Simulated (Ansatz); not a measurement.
# Tl2Se (model cell, started as antifluorite): a soft mode frozen in, part 2 of 3

Aim: this structure of Tl2Se (model cell, started as antifluorite) is to be tested for unstable modes, and one is followed downhill.

Ansatz 0.2.0; DFT PBE, scalar-relativistic, plane waves, PAW.

So far, highest frequency on the path or at a solved wavevector (cm⁻¹): step 2 (phonons on a q mesh) 103. Also lowest frequency on the path (cm⁻¹): step 2 -36.3.

The structure was built from a prototype and need not be the compound's stable phase.

### 6. Relaxing from the distorted cell

Starting from the lowest point found, all atoms and the cell are let go, so that strain and other modes of the same symmetry can join in.

input.yaml reads:

```yaml
crystal:
  lattice:
    - [0.0, -3.7870920244, -3.7870920244]
    - [0.0, 3.7870920244, -3.7870920244]
    - [7.5741840488, 0.0, 0.0]
  atoms:
    - { symbol: Se, position: [0.440251209, 0.5, 0.5] }
    - { symbol: Se, position: [0.059748791, 0.0, 0.0] }
    - { symbol: Tl, position: [-0.0130131866, 0.5, 0.75] }
    - { symbol: Tl, position: [0.5130131866, 0.0, 0.25] }
    - { symbol: Tl, position: [0.9869868134, 0.5, 0.25] }
    - { symbol: Tl, position: [0.5130131866, 0.0, 0.75] }
kpoints:
  mp_grid: { grid: [6, 6, 4] }
hamiltonian:
  xc: pbe
scf:
  occupations: { method: gaussian, width: 0.02 }
output:
  forces: true
  stress: true
  eigenvalues: true
relax:
  adjacent_minimum: "off"
  f_tol: 0.002
  max_steps: 120
  cell: { stress_tol: 0.03 }
```

Launch:

```bash
ansatz run input.yaml --threads 4 --pin off --max-ram 7168MiB --backend cpu --events-out ev --progress --plain --runs-dir out
```

Numbers of over 12 decimals in the logs are rounded to 6 here.

What it wrote:

```text
[...]
Crystal: 6 atoms, lattice volume = 217.259 Å³
Basis set: ecut = 420 eV, 4209 PW (Γ), exchange–correlation on 72×72×108 points (8 copies of the dense FFT grid, shifted against one another)
Bands: 51, of which v1, the nominal top of the filled ones, is band 42 counted from 1 (41 counted from 0)
Symmetry: 8 space group operations
[...]
k-points: 48 of 144
[...]
SCF iter   1: F=—  HF=-56716.635302 eV  |F-HF|=—  |Δ(HF+E_count)|=         —  Δρ=8.05e-4  dr2=1.50e-3  ethr=1.77e-3  ⟨swp⟩=6.4  Hψ=9058  notcnv=0  defer=1
[...]
SCF iter   7: F=-56716.632595 eV  HF=-56716.632595 eV  |F-HF|=7.57e-8  |Δ(HF+E_count)|=   1.09e-6  Δρ=3.65e-6  dr2=4.17e-8  ethr=1.19e-10  ⟨swp⟩=7.3  Hψ=11194  notcnv=0
SCF 1 converged in 7 iterations: F = -56716.632595 eV  dr2 = 4.17e-8
[...]
relax step   1: F+E_penalty+E_count = -56716.63259492 eV  Δ(F+E_penalty+E_count) = +0.000e0 eV  max|allowed force component| = 7.592e-2 eV/Å  Δτ_max = 0.0000 Å  P = +0.070 GPa  Ω = 217.259 Å³  (7 SCF iters, dr2 threshold 1.00e-7 eV, accepted)
Crystal: 6 atoms, lattice volume = 217.605 Å³
Basis set: ecut = 420 eV, 4205 PW (Γ), exchange–correlation on 72×72×108 points (8 copies of the dense FFT grid, shifted against one another)
[...]
SCF iter   6: F=-56716.641577 eV  HF=-56716.641577 eV  |F-HF|=9.39e-8  |Δ(HF+E_count)|=   3.78e-8  Δρ=6.17e-6  dr2=1.32e-7  ethr=4.29e-10  ⟨swp⟩=4.0  Hψ=8267  notcnv=0
SCF 2 converged in 6 iterations: F = -56716.641577 eV  dr2 = 1.32e-7
relax step   2: F+E_penalty+E_count = -56716.64157704 eV  Δ(F+E_penalty+E_count) = -8.982e-3 eV  max|allowed force component| = 3.348e-2 eV/Å  Δτ_max = 0.0278 Å  P = -0.046 GPa  Ω = 217.605 Å³  energy of the carried Pulay correction = -5.385e-5 eV  (6 SCF iters, dr2 threshold 3.60e-7 eV, accepted)
Crystal: 6 atoms, lattice volume = 217.044 Å³
Basis set: ecut = 420 eV, 4235 PW (Γ), exchange–correlation on 72×72×108 points (8 copies of the dense FFT grid, shifted against one another)
[...]
SCF iter   7: F=-56716.650126 eV  HF=-56716.650126 eV  |F-HF|=5.90e-8  |Δ(HF+E_count)|=   5.47e-7  Δρ=2.66e-6  dr2=3.04e-8  ethr=2.30e-10  ⟨swp⟩=5.4  Hψ=9234  notcnv=0
SCF 3 converged in 7 iterations: F = -56716.650126 eV  dr2 = 3.04e-8
relax step   3: F+E_penalty+E_count = -56716.65012574 eV  Δ(F+E_penalty+E_count) = -8.549e-3 eV  max|allowed force component| = 5.498e-2 eV/Å  Δτ_max = 0.0490 Å  P = -0.065 GPa  Ω = 217.044 Å³  energy of the carried Pulay correction = +3.351e-5 eV  (7 SCF iters, dr2 threshold 1.93e-7 eV, accepted)
[... from here on, the SCF cycles and remarks between the steps are left out ...]
relax step   4: F+E_penalty+E_count = -56716.67620630 eV  Δ(F+E_penalty+E_count) = -2.608e-2 eV  max|allowed force component| = 5.437e-2 eV/Å  Δτ_max = 0.1156 Å  P = -0.025 GPa  Ω = 216.303 Å³  energy of the carried Pulay correction = +1.495e-4 eV  (7 SCF iters, dr2 threshold 1.89e-7 eV, accepted)
relax step   5: F+E_penalty+E_count = -56716.68870175 eV  Δ(F+E_penalty+E_count) = -1.250e-2 eV  max|allowed force component| = 9.197e-2 eV/Å  Δτ_max = 0.1305 Å  P = -0.057 GPa  Ω = 215.230 Å³  energy of the carried Pulay correction = +3.189e-4 eV  (8 SCF iters, dr2 threshold 1.85e-7 eV, accepted)
relax step   6: F+E_penalty+E_count = -56716.70840756 eV  Δ(F+E_penalty+E_count) = -1.971e-2 eV  max|allowed force component| = 7.344e-2 eV/Å  Δτ_max = 0.1001 Å  P = +0.065 GPa  Ω = 214.918 Å³  energy of the carried Pulay correction = +3.683e-4 eV  (7 SCF iters, dr2 threshold 5.29e-7 eV, accepted)
relax step   7: F+E_penalty+E_count = -56716.75171937 eV  Δ(F+E_penalty+E_count) = -4.331e-2 eV  max|allowed force component| = 7.190e-2 eV/Å  Δτ_max = 0.1734 Å  P = +0.346 GPa  Ω = 216.250 Å³  energy of the carried Pulay correction = +1.579e-4 eV  (9 SCF iters, dr2 threshold 4.26e-7 eV, accepted)
relax step   8: F+E_penalty+E_count = -56716.78957040 eV  Δ(F+E_penalty+E_count) = -3.785e-2 eV  max|allowed force component| = 5.781e-2 eV/Å  Δτ_max = 0.0377 Å  P = +0.022 GPa  Ω = 220.542 Å³  energy of the carried Pulay correction = -5.055e-4 eV  (8 SCF iters, dr2 threshold 6.00e-7 eV, accepted)
relax step   9: F+E_penalty+E_count = -56716.79602242 eV  Δ(F+E_penalty+E_count) = -6.452e-3 eV  max|allowed force component| = 6.234e-2 eV/Å  Δτ_max = 0.1475 Å  P = -0.254 GPa  Ω = 224.311 Å³  energy of the carried Pulay correction = -1.071e-3 eV  (8 SCF iters, dr2 threshold 2.50e-7 eV, accepted)
relax step  10: F+E_penalty+E_count = -56716.80656962 eV  Δ(F+E_penalty+E_count) = -1.055e-2 eV  max|allowed force component| = 4.463e-2 eV/Å  Δτ_max = 0.0583 Å  P = -0.427 GPa  Ω = 219.579 Å³  energy of the carried Pulay correction = -3.585e-4 eV  (7 SCF iters, dr2 threshold 5.45e-7 eV, accepted)
relax step  11: F+E_penalty+E_count = -56716.80884104 eV  Δ(F+E_penalty+E_count) = -2.271e-3 eV  max|allowed force component| = 2.858e-2 eV/Å  Δτ_max = 0.1020 Å  P = +0.325 GPa  Ω = 213.986 Å³  energy of the carried Pulay correction = +5.169e-4 eV  (7 SCF iters, dr2 threshold 6.00e-7 eV, accepted)
relax step  12: F+E_penalty+E_count = -56716.81470145 eV  Δ(F+E_penalty+E_count) = -5.860e-3 eV  max|allowed force component| = 1.047e-2 eV/Å  Δτ_max = 0.0577 Å  P = +0.051 GPa  Ω = 216.586 Å³  energy of the carried Pulay correction = +1.052e-4 eV  (7 SCF iters, dr2 threshold 6.00e-7 eV, accepted)
relax step  13: F+E_penalty+E_count = -56716.81485595 eV  Δ(F+E_penalty+E_count) = -1.545e-4 eV  max|allowed force component| = 3.101e-3 eV/Å  Δτ_max = 0.0069 Å  P = -0.027 GPa  Ω = 216.657 Å³  energy of the carried Pulay correction = +9.409e-5 eV  (6 SCF iters, dr2 threshold 1.29e-8 eV, accepted)
relax step  14: F+E_penalty+E_count = -56716.81490055 eV  Δ(F+E_penalty+E_count) = -4.460e-5 eV  max|allowed force component| = 3.717e-4 eV/Å  Δτ_max = 0.0020 Å  P = +0.001 GPa  Ω = 216.550 Å³  energy of the carried Pulay correction = +1.109e-4 eV  (6 SCF iters, dr2 threshold 3.10e-9 eV, accepted)
relax step  15: F+E_penalty+E_count = -56716.83660070 eV  Δ(F+E_penalty+E_count) = -2.170e-2 eV  max|allowed force component| = 4.110e-4 eV/Å  Δτ_max = 0.0000 Å  P = +0.200 GPa  Ω = 216.550 Å³  stress off target by 5.77e-1 GPa  SCF on the basis re-selected at this cell (its energy is not comparable with the rows above)  (8 SCF iters)
relax step  16: F+E_penalty+E_count = -56716.85241514 eV  Δ(F+E_penalty+E_count) = -1.581e-2 eV  max|allowed force component| = 2.883e-3 eV/Å  Δτ_max = 0.0176 Å  P = +0.087 GPa  Ω = 218.740 Å³  energy of the carried Pulay correction = -3.393e-4 eV  (6 SCF iters, dr2 threshold 6.00e-7 eV, accepted)
relax step  17: F+E_penalty+E_count = -56716.86593359 eV  Δ(F+E_penalty+E_count) = -1.352e-2 eV  max|allowed force component| = 1.266e-2 eV/Å  Δτ_max = 0.0272 Å  P = +0.029 GPa  Ω = 221.070 Å³  energy of the carried Pulay correction = -6.940e-4 eV  (7 SCF iters, dr2 threshold 2.96e-7 eV, accepted)
relax step  18: F+E_penalty+E_count = -56716.86695414 eV  Δ(F+E_penalty+E_count) = -1.021e-3 eV  max|allowed force component| = 4.485e-3 eV/Å  Δτ_max = 0.0207 Å  P = +0.029 GPa  Ω = 223.391 Å³  energy of the carried Pulay correction = -1.042e-3 eV  (8 SCF iters, dr2 threshold 1.00e-8 eV, accepted)
relax step  19: F+E_penalty+E_count = -56716.86678538 eV  Δ(F+E_penalty+E_count) = +1.688e-4 eV  max|allowed force component| = 7.028e-3 eV/Å  Δτ_max = 0.0067 Å  P = -0.060 GPa  Ω = 224.579 Å³  energy of the carried Pulay correction = -1.218e-3 eV  (7 SCF iters, dr2 threshold 8.85e-9 eV, accepted)
relax step  20: F+E_penalty+E_count = -56716.86699779 eV  Δ(F+E_penalty+E_count) = -2.124e-4 eV  max|allowed force component| = 1.214e-3 eV/Å  Δτ_max = 0.0040 Å  P = +0.001 GPa  Ω = 224.125 Å³  energy of the carried Pulay correction = -1.151e-3 eV  (6 SCF iters, dr2 threshold 1.17e-8 eV, accepted)
Basis set: ecut = 420 eV, 4405 PW (Γ), exchange–correlation on 96×60×108 points (8 copies of the dense FFT grid, shifted against one another)
[...]
SCF iter   8: F=-56716.867873 eV  HF=-56716.867873 eV  |F-HF|=1.46e-11  |Δ(HF+E_count)|=  6.55e-10  Δρ=6.76e-8  dr2=1.03e-11  ethr=1.00e-12  ⟨swp⟩=4.0  Hψ=11142  notcnv=0
SCF 21 converged in 8 iterations: F = -56716.867873 eV  dr2 = 1.03e-11
relax step  21: F+E_penalty+E_count = -56716.86787291 eV  Δ(F+E_penalty+E_count) = -8.751e-4 eV  max|allowed force component| = 1.210e-3 eV/Å  Δτ_max = 0.0000 Å  P = -0.004 GPa  Ω = 224.125 Å³  stress off target by 5.98e-3 GPa  SCF on the basis re-selected at this cell (its energy is not comparable with the rows above)  (8 SCF iters)
[...]
SCF converged after 8 iterations
Free energy (F): -56716.867873 eV
[...]
Internal energy: -56716.867873 eV  (E = F + TS)
E sigma→0 (E₀):  -56716.867873 eV
Fermi energy:    6.084986 eV
[...]
--- Forces (eV/Å), atoms counted from 1 ---
  atom   1  Se     0.00000000     0.00120988     0.00120988
  atom   2  Se     0.00000000    -0.00120988    -0.00120988
  atom   3  Tl    -0.00094184     0.00033245     0.00033245
  atom   4  Tl    -0.00094184    -0.00033245    -0.00033245
  atom   5  Tl     0.00094184     0.00033245     0.00033245
  atom   6  Tl     0.00094184    -0.00033245    -0.00033245
  max |Σ_I F_I| component: 6.94e-18 eV/Å
--- Stress (GPa, compression-positive) ---
       -0.000772       0.000000      -0.000000
        0.000000      -0.005850       0.000130
       -0.000000       0.000130      -0.005850
  P = ⅓ Tr σ = -0.0042 GPa (-0.042 kbar)
--- Band table (eV; the first three rows and the last of 48) ---
  k-point 0: bands = [... 38 lower, 4.4226, 4.8770, 4.8877, 5.5226, 6.2786, 6.7790, 9.4307, 9.4383, ... 5 higher]
  k-point 1: bands = [... 38 lower, 4.3353, 4.4122, 4.7891, 5.5406, 6.7934, 7.5527, 9.2473, 9.4289, ... 5 higher]
  k-point 2: bands = [... 38 lower, 4.5573, 4.5573, 4.8211, 4.8211, 8.1429, 8.1429, 8.9548, 8.9548, ... 5 higher]
  k-point 47: bands = [... 38 lower, 4.5859, 4.5859, 4.5989, 4.5989, 6.8807, 6.8807, 8.5795, 8.5795, ... 5 higher]
--- Relaxed structure (19 steps of the walk, 19 accepted, 2 SCFs on fresh bases) ---
  F+E_penalty+E_count = -56716.86787291 eV   max|allowed force component| = 1.210e-3 eV/Å   (the final SCF, on the basis selected at the relaxed cell)
  cell:  # Å, volume = 224.1249 Å³
    - [0, -4.873991, -4.873991]
    - [0, 3.041646, -3.041646]
    - [7.559041, 0, 0]
  atoms:
    - { symbol: Se, position: [0.349738, 0.500000, 0.5] }
    - { symbol: Se, position: [0.150262, 0.0, -4.580621397103875e-19] }
    - { symbol: Tl, position: [-0.00922653, 0.5, 0.747187] }
    - { symbol: Tl, position: [0.509227, 0.0, 0.247187] }
    - { symbol: Tl, position: [0.990773, 0.500000, 0.252813] }
    - { symbol: Tl, position: [0.509227, 0.0, 0.752813] }
```

Wall time 2.8 min (4 threads of Arm Neoverse V2, shared host); peak memory 0.84 GiB; 11 min of CPU time.

Step by step:

```tsv
step	energy less that of the first step (eV)	largest force component (eV/Å)	pressure (GPa)	volume (Å³)
1	0.0000	0.0759	0.07	217.26
2	-0.0090	0.0335	-0.05	217.60
3	-0.0175	0.0550	-0.07	217.04
4	-0.0436	0.0544	-0.02	216.30
5	-0.0561	0.0920	-0.06	215.23
6	-0.0758	0.0734	0.07	214.92
7	-0.1191	0.0719	0.35	216.25
8	-0.1570	0.0578	0.02	220.54
9	-0.1634	0.0623	-0.25	224.31
10	-0.1740	0.0446	-0.43	219.58
11	-0.1762	0.0286	0.32	213.99
12	-0.1821	0.0105	0.05	216.59
13	-0.1823	0.0031	-0.03	216.66
14	-0.1823	0.0004	0.00	216.55
15*	-0.2040	0.0004	0.20	216.55
16	-0.2198	0.0029	0.09	218.74
17	-0.2333	0.0127	0.03	221.07
18	-0.2344	0.0045	0.03	223.39
19	-0.2342	0.0070	-0.06	224.58
20	-0.2344	0.0012	0.00	224.12
21*	-0.2353	0.0012	0.00	224.12
```

Relaxation steps marked * repeat the geometry before them on a plane-wave basis chosen anew for their cell, so energy and pressure can jump there.

The run keeps the 8 symmetry operations that it works with, so distortions that break them were not tested.

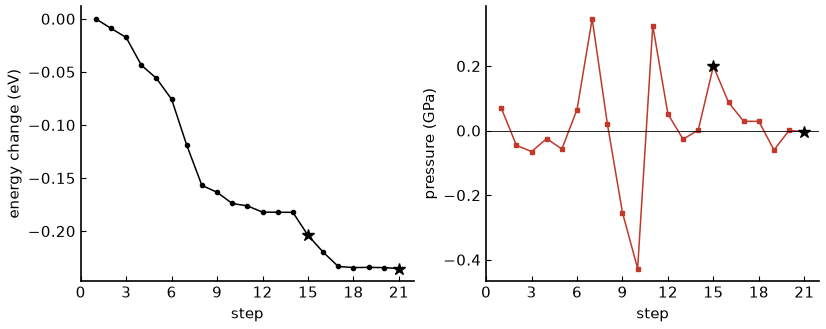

Energy and pressure along the relaxation. Stars mark steps on a basis chosen anew.

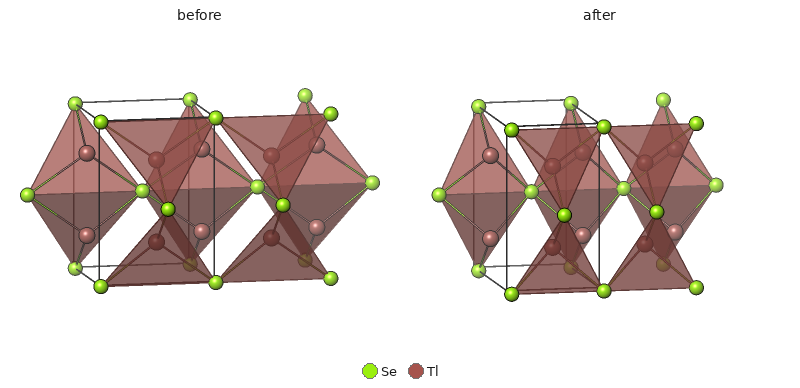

The structure before and after the relaxation, drawn at the same scale.

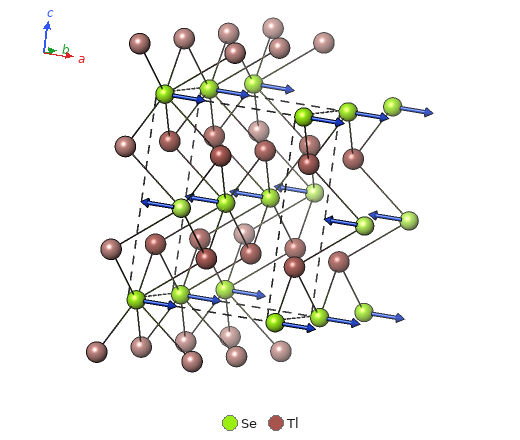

Displacements in the relaxation, exaggerated, measured against the changing cell; the longest in the cell stands for 0.62 Å. 1×2×1 cells are drawn. Some periodic images of atoms are drawn too.

```tsv
cell as run	before	after	change
a (Å)	5.356	6.893	+28.7 %
b (Å)	5.356	4.302	-19.7 %
c (Å)	7.574	7.559	-0.2 %
volume (Å³/atom)	36.21	37.35	+3.2 %
```

The atoms that moved most (Å, as changes of fractional coordinates times the final cell):

```tsv
atom	dx	dy	dz	length
Se1	0.000	0.441	0.441	0.624
Se2	0.000	-0.441	-0.441	0.624
Tl5	0.021	-0.018	-0.018	0.034
Tl4	-0.021	0.018	0.018	0.034
Tl3	-0.021	-0.018	-0.018	0.034
Tl6	0.021	0.018	0.018	0.034
```

Final coordinates:

```xyz
6
Lattice="0.0000 -4.8740 -4.8740 0.0000 3.0416 -3.0416 7.5590 0.0000 0.0000" Properties=species:S:1:pos:R:3 pbc="T T T"
Se    3.7795   -0.1838   -3.2254
Se    0.0000   -0.7324   -0.7324
Tl    5.6480    1.5658   -1.4759
Tl    1.8685   -2.4820   -2.4820
Tl    1.9110   -3.3082   -6.3498
Tl    5.6905   -2.4820   -2.4820
```

Numbers from this step:

```
pressure          : -0.004157 GPa
gap on the k-mesh : 0.2703 eV
volume per atom   : 37.35 Å³
```

The distorted start has space group Pmmn; the relaxation ends in Pmmn.

### 7. The new phase in its own primitive cell

The relaxed structure is symmetrised, reduced to its primitive cell and relaxed tightly, as its phonons need.

input.yaml reads:

```yaml
crystal:
  lattice:
    - [4.3015374276, 0.0, 0.0]
    - [0.0, 7.5590412113, 0.0]
    - [0.0, 0.0, 6.8928647735]
  atoms:
    - { symbol: Se, position: [0.5, 0.5, 0.0997379779] }
    - { symbol: Se, position: [0.0, 0.0, 0.9002620221] }
    - { symbol: Tl, position: [0.5, 0.2528128295, 0.7407734685] }
    - { symbol: Tl, position: [0.0, 0.7528128295, 0.2592265315] }
    - { symbol: Tl, position: [0.5, 0.7471871705, 0.7407734685] }
    - { symbol: Tl, position: [0.0, 0.2471871705, 0.2592265315] }
kpoints:
  mp_grid: { grid: [8, 4, 6] }
hamiltonian:
  xc: pbe
scf:
  occupations: { method: fixed }
output:
  forces: true
  stress: true
  eigenvalues: true
relax:
  adjacent_minimum: "off"
  f_tol: 0.001
  max_steps: 60
  cell: { stress_tol: 0.01 }
```

What it wrote:

```text
[...]
Crystal: 6 atoms, lattice volume = 224.125 Å³
Basis set: ecut = 420 eV, 4405 PW (Γ), exchange–correlation on 60×108×96 points (8 copies of the dense FFT grid, shifted against one another)
Bands: 51, of which v1, the nominal top of the filled ones, is band 42 counted from 1 (41 counted from 0)
Symmetry: 8 space group operations
[...]
k-points: 60 of 192
[...]
cell:  # Å, volume = 223.8611 Å³
    - [4.296447, 0, 0]
    - [0, 7.559956, 0]
    - [0, 0, 6.892074]
  atoms:
    - { symbol: Se, position: [0.5, 0.5, 0.099560] }
    - { symbol: Se, position: [0, 0, 0.900440] }
    - { symbol: Tl, position: [0.5, 0.252912, 0.740586] }
    - { symbol: Tl, position: [0, 0.752912, 0.259414] }
    - { symbol: Tl, position: [0.5, 0.747088, 0.740586] }
    - { symbol: Tl, position: [0, 0.247088, 0.259414] }
[key lines of the parts left out:]
SCF converged after 5 iterations
Free energy (F): -56716.868815 eV
Fermi energy:    5.962497 eV
P = ⅓ Tr σ = 0.0003 GPa (0.003 kbar)
```

Elapsed: 33 s, on 4 threads; peak memory 0.9 GiB; 2.2 min of CPU time.

The steps of the relaxation:

```tsv
step	energy less that of the first step (eV)	largest force component (eV/Å)	pressure (GPa)	volume (Å³)
1	0.0000	0.0017	-0.01	224.12
2	0.0000	0.0005	-0.01	224.00
3	-0.0001	0.0006	0.00	223.86
4*	0.0000	0.0006	0.00	223.86
```

Relaxation steps marked * repeat the geometry before them on a plane-wave basis chosen anew for their cell, so energy and pressure can jump there.

Forces are held to the 8 operations that the run works with; a distortion that breaks them can't arise in this run.

```tsv
conventional cell, symmetrised	before	after	change
a (Å)	4.302	4.296	-0.1 %
b (Å)	7.559	7.560	+0.0 %
c (Å)	6.893	6.892	-0.0 %
volume (Å³/atom)	37.35	37.31	-0.1 %
```

The relaxed structure:

```xyz
6
Lattice="4.2964 0.0000 0.0000 0.0000 7.5600 0.0000 0.0000 0.0000 6.8921" Properties=species:S:1:pos:R:3 pbc="T T T"
Se    2.1482    3.7800    0.6862
Se    0.0000    0.0000    6.2059
Tl    2.1482    1.9120    5.1042
Tl    0.0000    5.6920    1.7879
Tl    2.1482    5.6480    5.1042
Tl    0.0000    1.8680    1.7879
```

Numbers from this step:

```yaml
pressure: 3.01e-4 GPa
gap_on_the_k_mesh: 0.2699 eV
volume_per_atom: 37.31 Å³
direct_gap_on_mesh: 0.6564 eV
```

The largest force component left is 0.57 meV/Å and the pressure is 0.000 GPa, within the tolerances set. The cell now holds 37.31 Å³/atom.

(Continued in part 3 of 3.)

[Logs are printed without paths, hosts, clocks, repeated set-up lines and the standing remarks that a program may print on its own settings, such as how far it seeks lower states.]

[Hosts, paths, dates, database ids (printed as entryN), source tags and the programs' standing remarks are cut or masked in the printed files.]
